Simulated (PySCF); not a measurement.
SMILES c1ccc(C(O)=O)cc1C=O, GFN2-xTB optimised geometry. Atoms within 1.6 Å of the plane z = 1.0 Å (x, y, z in Å): O1 (1.92, -2.86, 0.03), C2 (2.39, -1.75, 0.02), C3 (1.62, -0.50, 0.01), C4 (2.27, 0.73, 0.00), C5 (1.54, 1.91, -0.01), C6 (0.16, 1.86, -0.01), C7 (-0.51, 0.63, 0.00), C8 (-1.99, 0.63, 0.00), O9 (-2.67, 1.63, 0.00), O10 (-2.52, -0.60, 0.00), C11 (0.23, -0.55, 0.01), H12 (3.49, -1.60, 0.01), H13 (3.35, 0.76, 0.00), H14 (2.05, 2.86, -0.02), H15 (-0.43, 2.77, -0.01), H16 (-3.49, -0.54, 0.00), H17 (-0.27, -1.51, 0.02).

Level of theory: PBE0/def2-SVP (PySCF).

Map of the Laplacian of the electron density (e/bohr⁵) on the plane z = 1.0 Å:

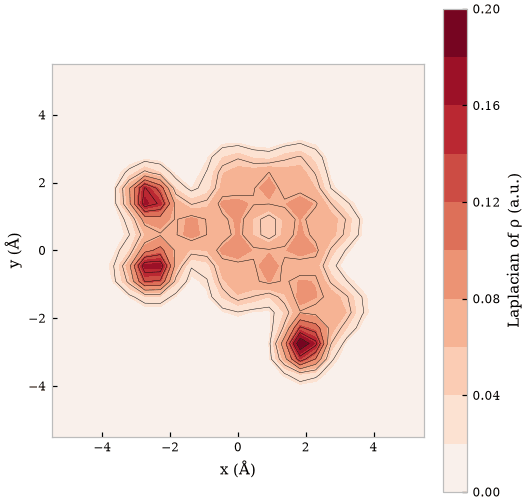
Figure. Laplacian of the electron density (e/bohr⁵) on the plane z = 1.0 Å.
